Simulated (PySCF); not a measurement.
# Xe²⁺: interval between two levels with spin-orbit coupling

Wanted: the interval between two levels of xenon, up a ladder of methods.

Method: two-component X2C-1e, generalised determinants. Code: PySCF 2.14.0.

### Step 1. What is computed

| Item | Value |
| --- | --- |
| Element | xenon (Z = 54) |
| Basis | x2c-SVPall-2c with one added diffuse shell each of s, p type (7s9p4d, 54 functions) |
| Hamiltonian | two-component X2C-1e, Gaussian nucleus, no Breit or QED terms; spin-orbit coupling, run by run: off; screened by Boettger's factors |
| Core shells frozen in the correlated runs | [Ar] 3d10 (for Xe²⁺) |
| State 1 | Xe²⁺ 4d10 5s2 5p4 3P2: [Kr] 4d10 5s2 5p4; 5p1/2 filled at m_j = +1/2; 5p3/2 filled at m_j = -1/2, +1/2, +3/2 |
| State 2 | Xe²⁺ 4d10 5s1 5p5 3P2: [Kr] 4d10 5s1 5p5; 5s1/2 filled at m_j = +1/2; 5p1/2 filled at m_j = -1/2, +1/2; 5p3/2 filled at m_j = -1/2, +1/2, +3/2 |
| Methods | GHF, GMP2 |

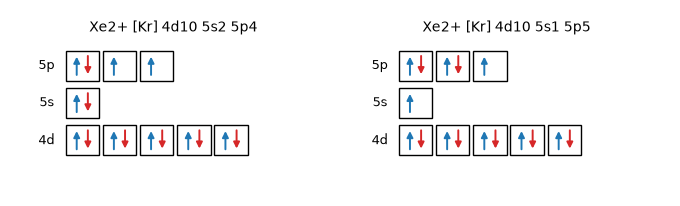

The shells outside the core, filled by Hund's rule for the drawing.

All steps ran in one process of a driver on top of PySCF, which takes the settings above as its task.

It was started by

```console
$ OMP_NUM_THREADS=1 python sorun2.py TASK.json OUT
```

The integrals over 54 functions and the set-up took 2 s of CPU time.

### Step 2. Xe²⁺ 4d10 5s2 5p4 3P2, method by method

GHF (spin-free):

What it wrote:

```text
cycle= 1 E= -7440.3947465463  delta_E= -7.44e+03  |FDS-SDF|= 0.0107
cycle= 2 E= -7440.4008514816  delta_E= -0.0061  |FDS-SDF|= 0.00267
cycle= 3 E= -7440.4011056755  delta_E= -0.000254  |FDS-SDF|= 0.000622
cycle= 4 E= -7440.4011202531  delta_E= -1.46e-05  |FDS-SDF|= 0.000116
cycle= 5 E= -7440.4011213015  delta_E= -1.05e-06  |FDS-SDF|= 2.69e-05
cycle= 6 E= -7440.4011213799  delta_E= -7.85e-08  |FDS-SDF|= 4.54e-06
cycle= 7 E= -7440.4011213819  delta_E= -1.92e-09  |FDS-SDF|= 6.48e-07
```

It took 0.51 s on 1 thread of Intel Xeon Platinum 8175M at 2.50GHz, shared host, the integrals not counted.

Occupied spinors (without spin-orbit coupling the j labels only name the start):

```
spinor shell  electrons  mean energy (eV)  weight of the nominal j  rms radius (bohr)
       1s1/2          2          -34744.0                    1.000             0.0305
       2s1/2          2           -5526.5                    1.000              0.124
       2p3/2          4           -4955.6                    0.833              0.111
       2p1/2          2           -4955.7                    0.667              0.111
       3s1/2          2           -1191.3                    1.000              0.326
       3p3/2          4           -1002.3                    0.833              0.326
       3p1/2          2           -1002.3                    0.667              0.326
       3d5/2          6           -722.04                    0.800              0.304
       3d3/2          4           -722.04                    0.700              0.304
       4s1/2          2           -250.90                    1.000              0.762
       4p3/2          4           -188.29                    0.833              0.815
       4p1/2          2           -188.36                    0.667              0.814
       4d5/2          6           -94.008                    0.800              0.946
       4d3/2          4           -94.009                    0.700              0.947
       5s1/2          2           -45.966                    1.000               1.93
       5p3/2          3           -32.370                    0.667               2.24
       5p1/2          1           -29.780                    0.667               2.28
```

M_J = 2, ⟨J²⟩ = 6.006, ⟨L²⟩ = 2.004, ⟨S²⟩ = 2.002.

GMP2 (spin-free):

The driver printed no log here.

Time after the integrals: 0.18 s (1 thread of Intel Xeon Platinum 8175M at 2.50GHz, shared host).

With 24 electrons correlated and 6 very high virtual spinors dropped, the MP2 correlation energy is -0.10492 hartree. Largest pairs: 5p3/2-5s1/2 -0.0192, 5p1/2-5p3/2 -0.0161, 5p3/2-5p3/2 -0.0096, 4d5/2-4p3/2 -0.0063, 4d3/2-4d5/2 -0.0048.

GHF (screened spin-orbit):

What it wrote:

```text
cycle= 1 E= -7442.7556465178  delta_E= -7.44e+03  |FDS-SDF|= 0.0444
cycle= 2 E= -7442.7834878068  delta_E= -0.0278  |FDS-SDF|= 0.00558
cycle= 3 E= -7442.7858655556  delta_E= -0.00238  |FDS-SDF|= 0.00395
cycle= 4 E= -7442.7874889845  delta_E= -0.00162  |FDS-SDF|= 0.00319
cycle= 5 E= -7442.7897737485  delta_E= -0.00228  |FDS-SDF|= 0.00144
cycle= 6 E= -7442.7902580783  delta_E= -0.000484  |FDS-SDF|= 0.000256
cycle= 7 E= -7442.7902657871  delta_E= -7.71e-06  |FDS-SDF|= 4.95e-05
cycle= 8 E= -7442.7902663198  delta_E= -5.33e-07  |FDS-SDF|= 1.24e-05
cycle= 9 E= -7442.7902663303  delta_E= -1.05e-08  |FDS-SDF|= 1.85e-06
cycle= 10 E= -7442.7902663304  delta_E= -1.41e-10  |FDS-SDF|= 2.55e-07
```

Time after the integrals: 0.65 s (1 thread of Intel Xeon Platinum 8175M at 2.50GHz, shared host).

The outer occupied spinors:

```
spinor shell  electrons  mean energy (eV)  weight of the nominal j  rms radius (bohr)
       4s1/2          2           -250.64                    1.000              0.762
       4p1/2          2           -197.07                    1.000              0.798
       4p3/2          4           -184.06                    1.000              0.823
       4d3/2          4           -95.071                    0.991              0.945
       4d5/2          6           -92.961                    0.994              0.947
       5s1/2          2           -45.882                    0.999               1.93
       5p3/2          3           -31.527                    0.545               2.24
       5p1/2          1           -32.756                    0.550               2.22
```

M_J = 2, ⟨J²⟩ = 6.014, ⟨L²⟩ = 2.431, ⟨S²⟩ = 1.824. Rows whose weight is well below 1 mix j = l ± 1/2: exchange competes with spin-orbit coupling there.

GMP2 (screened spin-orbit):

This step left no log, only its results.

Time after the integrals: 0.13 s (1 thread of Intel Xeon Platinum 8175M at 2.50GHz, shared host).

With 24 electrons correlated and 6 very high virtual spinors dropped, the MP2 correlation energy is -0.10382 hartree. Largest pairs: 5p3/2-5s1/2 -0.0173, 5p3/2-5p3/2 -0.0140, 5p1/2-5p3/2 -0.0111, 4d5/2-4p3/2 -0.0063, 5p1/2-5s1/2 -0.0060.

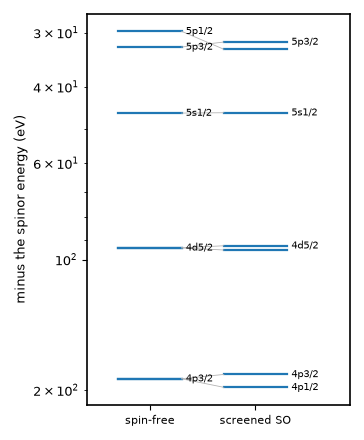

The highest 7 spinor levels of Xe²⁺ 4d10 5s2 5p4 3P2 on a logarithmic scale, without and with spin-orbit coupling.

### Step 3. Xe²⁺ 4d10 5s1 5p5 3P2, method by method

GHF (spin-free):

What it wrote:

```text
cycle= 1 E= -7439.8768295024  delta_E= -7.44e+03  |FDS-SDF|= 0.0122
cycle= 2 E= -7439.8858884750  delta_E= -0.00906  |FDS-SDF|= 0.00352
cycle= 3 E= -7439.8865865930  delta_E= -0.000698  |FDS-SDF|= 0.00101
cycle= 4 E= -7439.8866634477  delta_E= -7.69e-05  |FDS-SDF|= 0.000229
cycle= 5 E= -7439.8866684394  delta_E= -4.99e-06  |FDS-SDF|= 3.83e-05
cycle= 6 E= -7439.8866685790  delta_E= -1.4e-07  |FDS-SDF|= 3.41e-06
cycle= 7 E= -7439.8866685795  delta_E= -5.42e-10  |FDS-SDF|= 5.52e-07
```

Time after the integrals: 0.51 s (1 thread of Intel Xeon Platinum 8175M at 2.50GHz, shared host).

Occupied spinors (without spin-orbit coupling the j labels only name the start):

```
spinor shell  electrons  mean energy (eV)  weight of the nominal j  rms radius (bohr)
       1s1/2          2          -34745.7                    1.000             0.0305
       2s1/2          2           -5528.2                    1.000              0.124
       2p1/2          2           -4957.4                    0.667              0.111
       2p3/2          4           -4957.4                    0.833              0.111
       3s1/2          2           -1192.9                    1.000              0.326
       3p1/2          2           -1004.1                    0.667              0.326
       3p3/2          4           -1004.0                    0.833              0.326
       3d3/2          4           -723.83                    0.700              0.304
       3d5/2          6           -723.79                    0.800              0.304
       4s1/2          2           -252.35                    1.000              0.762
       4p1/2          2           -190.17                    0.667              0.813
       4p3/2          4           -189.88                    0.833              0.814
       4d5/2          6           -95.512                    0.800              0.945
       4d3/2          4           -95.659                    0.700              0.946
       5s1/2          1           -49.907                    1.000               1.91
       5p3/2          3           -31.670                    0.778               2.24
       5p1/2          2           -31.153                    0.667               2.26
```

M_J = 2, ⟨J²⟩ = 6.010, ⟨L²⟩ = 2.001, ⟨S²⟩ = 2.008.

GMP2 (spin-free):

No log was kept for this step.

It took 0.13 s on 1 thread of Intel Xeon Platinum 8175M at 2.50GHz, shared host, the integrals not counted.

With 24 electrons correlated and 6 very high virtual spinors dropped, the MP2 correlation energy is -0.13756 hartree. Largest pairs: 5p1/2-5p3/2 -0.0419, 5p3/2-5p3/2 -0.0278, 5p1/2-5p1/2 -0.0097, 4d5/2-4p3/2 -0.0061, 4d3/2-4d5/2 -0.0047.

GHF (screened spin-orbit):

What it wrote:

```text
cycle= 1 E= -7442.2354342199  delta_E= -7.44e+03  |FDS-SDF|= 0.0473
cycle= 2 E= -7442.2666381920  delta_E= -0.0312  |FDS-SDF|= 0.00408
cycle= 3 E= -7442.2674892906  delta_E= -0.000851  |FDS-SDF|= 0.00102
cycle= 4 E= -7442.2675693046  delta_E= -8e-05  |FDS-SDF|= 0.000325
cycle= 5 E= -7442.2675775072  delta_E= -8.2e-06  |FDS-SDF|= 5.18e-05
cycle= 6 E= -7442.2675777705  delta_E= -2.63e-07  |FDS-SDF|= 9.06e-06
cycle= 7 E= -7442.2675777779  delta_E= -7.42e-09  |FDS-SDF|= 1.18e-06
```

Time after the integrals: 0.51 s (1 thread of Intel Xeon Platinum 8175M at 2.50GHz, shared host).

The outer occupied spinors:

```
spinor shell  electrons  mean energy (eV)  weight of the nominal j  rms radius (bohr)
       4s1/2          2           -252.15                    1.000              0.762
       4p1/2          2           -198.73                    0.999              0.797
       4p3/2          4           -185.80                    1.000              0.822
       4d3/2          4           -96.683                    0.985              0.944
       4d5/2          6           -94.581                    0.990              0.946
       5s1/2          1           -49.810                    1.000               1.91
       5p1/2          2           -33.488                    0.680               2.18
       5p3/2          3           -30.246                    0.787               2.28
```

M_J = 2, ⟨J²⟩ = 6.009, ⟨L²⟩ = 2.027, ⟨S²⟩ = 2.030. Rows whose weight is well below 1 mix j = l ± 1/2: exchange competes with spin-orbit coupling there.

GMP2 (screened spin-orbit):

The driver printed no log here.

It took 0.13 s on 1 thread of Intel Xeon Platinum 8175M at 2.50GHz, shared host, the integrals not counted.

With 24 electrons correlated and 6 very high virtual spinors dropped, the MP2 correlation energy is -0.13730 hartree. Largest pairs: 5p1/2-5p3/2 -0.0480, 5p3/2-5p3/2 -0.0275, 4d5/2-4p3/2 -0.0061, 4d3/2-4d5/2 -0.0048, 5p3/2-5s1/2 -0.0046.

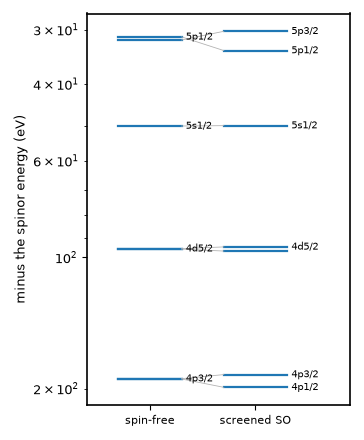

The highest 7 spinor levels of Xe²⁺ 4d10 5s1 5p5 3P2 on a logarithmic scale, without and with spin-orbit coupling.

### Step 4. Differences of total energies

Interval between two levels: Xe²⁺ [Kr] 4d10 5s2 5p4 [5p1/2^1 5p3/2^3, M_J = 2] → Xe²⁺ [Kr] 4d10 5s1 5p5 [5s1/2^1 5p1/2^2 5p3/2^3, M_J = 2].

```
                    method  value (eV)  CPU time, both states (s)
           GHF (spin-free)      13.999                          1
          GMP2 (spin-free)      13.111                        1.3
 GHF (screened spin-orbit)      14.223                        1.2
GMP2 (screened spin-orbit)      13.312                        1.4
```

Times are CPU seconds on a shared host without the integrals; correlated rows include their Hartree-Fock run.

### Step 5. Summary of results

```
                                            quantity                                                         value
interval between two levels, Xe²⁺ → 4d10 5s1 5p5 3P2  GHF (spin-free) 13.999, GMP2 (screened spin-orbit) 13.312 eV
```

The methods span 1.112 eV, from GMP2 (spin-free) (13.111) to GHF (screened spin-orbit) (14.223). No reference value is at hand in this session. Spin-orbit coupling moves the difference by +0.201 eV at GMP2. The basis is finite, and no extrapolation was made.
